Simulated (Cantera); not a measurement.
Input: 1 mol SiH₂Cl₂, 0.027 mol HCl, 9.3 mol H₂, equilibrated at 77.0 mbar.

These are equilibrium values from Cantera (NASA tables, ideal gas, pure condensed phases), not measurements of a reactor. Candidate condensed phases: Si; 19 gas species. The tables' values for SiCl₃ are old estimates; treat these amounts as uncertain. The numbers say what is thermodynamically allowed, not how fast it happens.

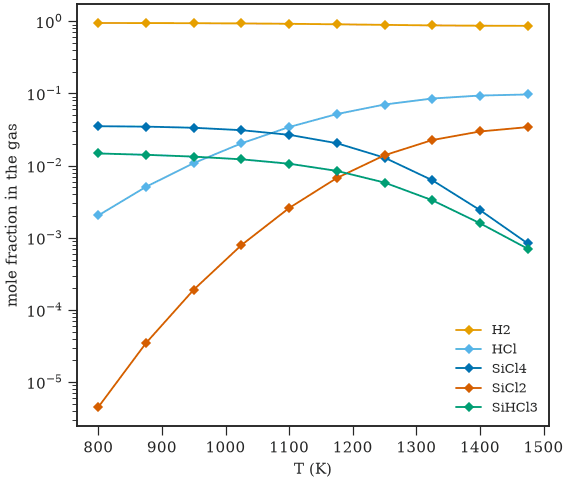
Figure. Equilibrium gas composition (values under 1e-9 drawn at 1e-9)

From 800 K to 1475 K the condensed part is Si(s). The main Si-bearing gas is SiCl₄ at 800 K and SiCl₂ at 1475 K. The share of Si in condensed phases is highest at 1325 K (58.0 %) and lowest at 800 K (45.6 %).
